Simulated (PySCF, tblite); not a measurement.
# C4H12B2: dynamics, then NMR shifts on frames, part 2 of 2

tblite 0.8.0 and PySCF 2.14.0. Atoms count from 0. The steps go on from the part before.

## (6) Nuclear shieldings: 800 fs, PBE0/pcSseg-1

Job settings and geometry (Å):

```
{"job": {"kind": "nmr", "xc": "PBE0", "basis": "pcSseg-1", "pop": false}, "charge": 0, "multiplicity": 1}
B     -2.027700    -1.337100     1.895200
C     -1.425300    -0.289500     0.920600
B      0.152200    -0.551700     0.656800
C      0.697600    -0.727800    -0.789200
C      2.193000    -0.919400    -0.940500
C      2.995100     0.270900    -0.590900
H     -2.371600    -2.335100     1.483300
H     -2.256500    -1.164900     2.995500
H     -1.422600     0.789600     1.295000
H     -2.047800    -0.214600    -0.030000
H      0.868500    -0.573000     1.527500
H      0.362900     0.157200    -1.481900
H      0.134200    -1.497700    -1.322900
H      2.515300    -1.330100    -1.947900
H      2.504000    -1.720600    -0.244600
H      2.699900     1.117500    -1.178500
H      2.700800     0.560500     0.447300
H      4.067000     0.135700    -0.511400
```

Method: GIAO PBE0/pcSseg-1 NMR shielding, non-relativistic, gas phase.

The log of the run:

```text
coarse grid: 13960 points
cycle   1  E = -208.9050916038  dE =  2.406e-01  |g| = 4.515e-01  |ddm| = 3.447e+00
cycle   2  E = -208.8949732374  dE =  1.012e-02  |g| = 5.043e-01  |ddm| = 8.335e-01
cycle   3  E = -208.9632175858  dE = -6.824e-02  |g| = 3.068e-02  |ddm| = 4.454e-01
cycle   4  E = -208.9634192580  dE = -2.017e-04  |g| = 1.505e-02  |ddm| = 4.460e-02
cycle   5  E = -208.9634794411  dE = -6.018e-05  |g| = 3.440e-03  |ddm| = 1.603e-02
cycle   6  E = -208.9634822223  dE = -2.781e-06  |g| = 1.047e-03  |ddm| = 3.507e-03
final grid: 131712 points
cycle   7  E = -208.9951976475  dE = -4.901e-05  |g| = 7.888e-03  |ddm| = 2.891e-02
cycle   8  E = -208.9951926408  dE =  5.007e-06  |g| = 9.176e-03  |ddm| = 1.508e-02
cycle   9  E = -208.9952148353  dE = -2.219e-05  |g| = 3.889e-04  |ddm| = 7.524e-03
cycle  10  E = -208.9952148741  dE = -3.881e-08  |g| = 1.255e-04  |ddm| = 5.019e-04
cycle  11  E = -208.9952148779  dE = -3.724e-09  |g| = 4.432e-05  |ddm| = 1.371e-04
cycle  12  E = -208.9952148783  dE = -4.665e-10  |g| = 8.887e-06  |ddm| = 4.138e-05
converged SCF energy = -208.9952148783

GIAO shielding tensors (ppm)
atom      isotropic    diamagn.    paramagn.     s11        s22        s33       span
  0 B       13.891     188.435    -174.544    -59.862    -36.788    138.323    198.185
  1 C      130.604     256.177    -125.573     68.162    149.664    173.987    105.825
  2 B       14.545     192.406    -177.861    -60.922    -20.382    124.940    185.862
  3 C      146.153     253.241    -107.088    112.375    157.095    168.990     56.615
  4 C      163.031     243.239     -80.209    153.190    163.560    172.342     19.152
  5 C      169.489     251.790     -82.301    153.431    165.447    189.588     36.156
  6 H       24.376      29.897      -5.521     15.955     28.223     28.949     12.994
  7 H       23.668      29.294      -5.626     15.943     26.572     28.489     12.546
  8 H       28.563      30.656      -2.093     25.333     28.059     32.298      6.965
  9 H       27.851      32.490      -4.639     26.405     27.609     29.540      3.134
 10 H       24.199      32.603      -8.403     15.714     27.053     29.831     14.116
 11 H       28.425      32.045      -3.620     24.289     28.662     32.324      8.036
 12 H       29.187      32.674      -3.487     24.048     29.112     34.401     10.354
 13 H       29.198      27.484       1.713     23.931     28.043     35.620     11.690
 14 H       29.736      29.675       0.061     25.546     28.277     35.385      9.839
 15 H       31.278      30.984       0.294     27.363     29.402     37.069      9.706
 16 H       29.924      31.357      -1.433     25.670     28.855     35.247      9.578
 17 H       30.433      28.019       2.414     26.268     27.217     37.814     11.546
```

Run time: 30 s. Hardware: 1 thread of Arm Neoverse N1, shared host; peak memory 0.8 GiB.

In short: δ C1 56.3, C3 40.8, C4 23.9, C5 17.4, H7 8.05, H10 7.52 ppm.

## (7) Shielding tensors: 1000 fs, PBE0/pcSseg-1

Job settings and geometry (Å):

```
{"job": {"kind": "nmr", "xc": "PBE0", "basis": "pcSseg-1", "pop": false}, "charge": 0, "multiplicity": 1}
B     -1.952400    -1.786800     1.037300
C     -1.112300    -0.476500     1.196700
B      0.503100    -0.554400     0.874500
C      0.865600    -0.446800    -0.589000
C      2.387300    -0.365400    -0.890900
C      3.012200     0.946700    -0.397200
H     -2.770600    -1.753700     0.142500
H     -1.689500    -2.775600     1.710500
H     -1.234900    -0.446800     2.284900
H     -1.521400     0.401900     0.763500
H      1.281800    -0.980400     1.739300
H      0.397500     0.453700    -1.035300
H      0.425800    -1.311000    -1.018300
H      2.542200    -0.494600    -1.997800
H      2.829800    -1.263300    -0.505100
H      2.463300     1.665000    -0.908600
H      2.873700     1.039900     0.678400
H      4.044900     0.931200    -0.658700
```

With the program's defaults for keys left out, this is: GIAO PBE0/pcSseg-1 NMR shielding, non-relativistic, gas phase.

The log of the run:

```text
coarse grid: 13960 points
cycle   1  E = -208.8962611091  dE =  2.462e-01  |g| = 4.801e-01  |ddm| = 3.444e+00
cycle   2  E = -208.8868974960  dE =  9.364e-03  |g| = 5.224e-01  |ddm| = 8.548e-01
cycle   3  E = -208.9591289923  dE = -7.223e-02  |g| = 2.911e-02  |ddm| = 4.679e-01
cycle   4  E = -208.9593140649  dE = -1.851e-04  |g| = 1.452e-02  |ddm| = 4.423e-02
cycle   5  E = -208.9593733106  dE = -5.925e-05  |g| = 2.864e-03  |ddm| = 1.633e-02
cycle   6  E = -208.9593754986  dE = -2.188e-06  |g| = 5.756e-04  |ddm| = 3.006e-03
final grid: 131712 points
cycle   7  E = -208.9939026634  dE = -3.848e-05  |g| = 8.276e-03  |ddm| = 2.422e-02
cycle   8  E = -208.9938983942  dE =  4.269e-06  |g| = 9.293e-03  |ddm| = 1.449e-02
cycle   9  E = -208.9939207397  dE = -2.235e-05  |g| = 3.613e-04  |ddm| = 7.583e-03
cycle  10  E = -208.9939207732  dE = -3.346e-08  |g| = 1.216e-04  |ddm| = 4.273e-04
cycle  11  E = -208.9939207771  dE = -3.956e-09  |g| = 2.918e-05  |ddm| = 1.273e-04
cycle  12  E = -208.9939207773  dE = -2.238e-10  |g| = 6.350e-06  |ddm| = 3.086e-05
converged SCF energy = -208.9939207773

GIAO shielding tensors (ppm)
atom      isotropic    diamagn.    paramagn.     s11        s22        s33       span
  0 B       19.033     195.118    -176.085    -61.470    -13.170    131.741    193.211
  1 C      129.468     256.040    -126.572     43.309    147.574    197.522    154.213
  2 B       12.091     192.922    -180.831    -58.080    -13.523    107.877    165.958
  3 C      142.881     255.158    -112.277    107.408    156.988    164.246     56.839
  4 C      159.719     247.270     -87.551    148.016    161.010    170.130     22.114
  5 C      172.870     249.136     -76.266    160.386    169.160    189.065     28.679
  6 H       23.481      29.187      -5.706     16.215     26.166     28.061     11.846
  7 H       23.610      28.887      -5.277     16.791     26.749     27.290     10.499
  8 H       28.883      30.805      -1.922     26.268     28.554     31.827      5.559
  9 H       29.092      35.162      -6.070     27.251     28.028     31.996      4.745
 10 H       23.270      30.504      -7.234     17.662     24.997     27.151      9.489
 11 H       29.490      34.541      -5.051     25.241     29.512     33.716      8.476
 12 H       31.576      34.974      -3.398     26.320     31.446     36.963     10.643
 13 H       29.697      29.625       0.072     25.014     28.231     35.846     10.832
 14 H       30.461      31.262      -0.801     26.696     28.837     35.848      9.152
 15 H       31.999      31.669       0.329     27.667     30.906     37.422      9.755
 16 H       30.882      30.192       0.691     27.001     29.424     36.222      9.221
 17 H       30.911      27.707       3.204     26.240     28.021     38.471     12.231
```

Wall time 29 s (1 thread of Arm Neoverse N1, shared host); peak memory 0.8 GiB.

This run: δ C1 57.5, C3 44.0, C4 27.2, C5 14.1, H10 8.45, H6 8.24 ppm.

## (8) Comparing the runs: NMR shifts

Shifts (ppm) of some atoms, chosen among heavy atoms and hydrogens apart, with basis size and wall time:

```tsv
frame	C1	C3	C5	H9	H12	B2	B0	functions	time
250 fs	67.7	54.7	17.2	4.95	1.70	92.0	82.7	162	40 s
425 fs	43.6	35.6	14.2	1.93	2.59	77.6	83.7	162	30 s
625 fs	53.8	42.8	21.3	2.68	3.25	87.9	89.6	162	30 s
800 fs	56.3	40.8	17.4	3.87	2.53	85.5	86.2	162	30 s
1000 fs	57.5	44.0	14.1	2.63	0.14	88.0	81.0	162	29 s
```

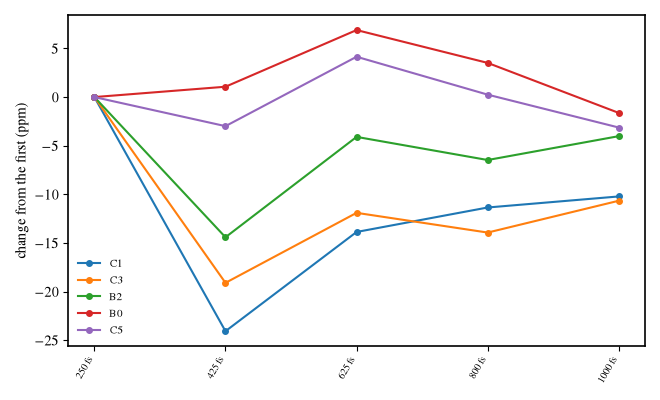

How five of the tabulated atoms move from run to run.

## (9) What came out

What follows sums up all 2 parts.

| quantity | value |
| --- | --- |
| thermostat | 400 K |
| mean temperature, second half | 360 K |
| mean potential energy above the minimum | 0.77 eV |
| 13C shifts against TMS (PBE0/pcSseg-1, 250 fs) | 67.7, 54.7, 25.8, 17.2 ppm |
| 1H shifts against TMS (PBE0/pcSseg-1, 250 fs) | 8.47, 8.04, 7.78, 4.95, 4.20, 2.92, 2.29, 1.70, 1.55, 1.26, 1.09, -0.41 ppm |
| 11B shifts against BF3·OEt2 (PBE0/pcSseg-1, 250 fs) | 92.0, 82.7 ppm |
| surface potential, 1st and 99th percentile | -0.40 V and 1.20 V |
| range of the shift of C1 | 43.6 to 67.7 ppm |

In words: In the second half the potential energy averages 0.77 eV above the minimum; equipartition over 48 harmonic modes at 400 K would give 0.83 eV. With 18 atoms the temperature swings widely (162 to 484 K). Shifts at one fixed geometry are not the observed spectrum, which averages over the motion. In the first frame run (250 fs): The largest span, 209 ppm, is at B0, where the paramagnetic term is -174 ppm. At PBE0/pcSseg-1, counted by nearest atom on the grid, the HOMO lies on C3 22 %; B2 20 %, the LUMO on B0, B2 about 29 % each; H6, H7 about 8 % each. Across the 5 runs the shift of C1 moves most, between 43.6 (425 fs) and 67.7 ppm (250 fs).
